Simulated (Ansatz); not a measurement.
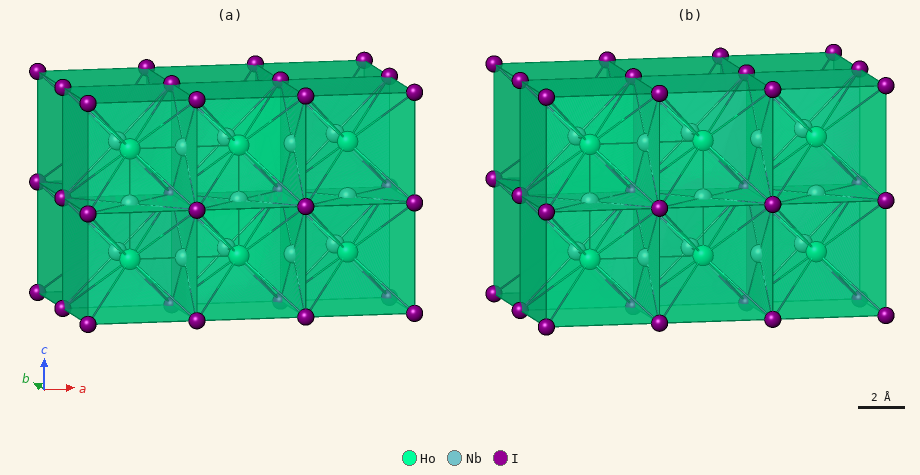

The structure of crystalline HoNb₃I (a generated structure, set up in Pm-3m) (coarse preliminary run) before (left) and after (right) a relaxation, at one scale.

Style: polyhedral. Shown: the cell of the calculation, repeated 2 × 1 × 1 with one cell outlined, slightly off an axis.

These are results of DFT PBE, scalar-relativistic, plane waves, PAW; 4f electrons in the core of a trivalent norm-conserving potential in Ansatz 0.2.0, not measurements. Settings: plane-wave cutoff 690 eV; k-point mesh 4 × 4 × 4; occupations gaussian; smearing width 0.1 eV; no spin polarisation; cell and atoms relaxed; force threshold 0.04 eV/Å; at most 70 steps.

Question: What changed between the two?

Answer: The atoms keep their places relative to the cell (all moves are under 0.005 Å). Cell: a = b = c 4.874 → 5.068 Å (+4.0 %). Volume +12.4 %. Near-neighbour distances that change, for instance: Ho–I 4.221 → 4.389 Å, I–Nb 3.447 → 3.584 Å, Ho–Nb 2.437 → 2.534 Å. The space group stays Pm-3m (No. 221). The energy falls by 72.4 meV per atom in 2 accepted moves (3 points after the start). All forces vanish by symmetry, so only the cell relaxes. Pressure: 9.07 GPa at the start and −0.14 GPa at the end. At 1 point the geometry stayed and the basis and grid were re-selected for the new cell (energy shift of 0.2 meV per atom at most each time). The run took 33 s on 1 thread of Arm Neoverse V1 (shared host), peak memory 0.46 GiB.
